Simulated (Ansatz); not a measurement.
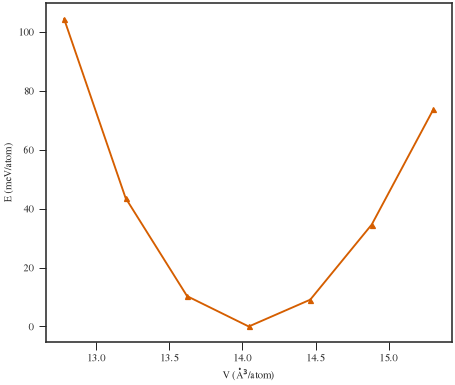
Figure. TiRh3 in space group I4/mmm (No. 139; Rh on 2b, Rh on 4d, Ti on 2a) under volume change, plane-wave PAW r²SCAN (Ansatz code), shape and atoms relaxed at each volume.

Problem. What does a third-order Birch–Murnaghan fit give for V₀, B₀ and B′?

Solution. V₀ = 14.04 Å³/atom, B₀ = 245 GPa, B′ = 4.8.

A made-up cell: these elements were put on the sites of a structure type; neither database checked (COD, Materials Project) lists it. COD files the formula under space group No. 221. Whether it is the stable phase at ambient conditions was not checked. Symmetry was held in the r²SCAN relaxation; whether a distortion lowers the energy is not shown. No spin polarisation was allowed.

Potentials: the earlier of the program's two PAW sets.
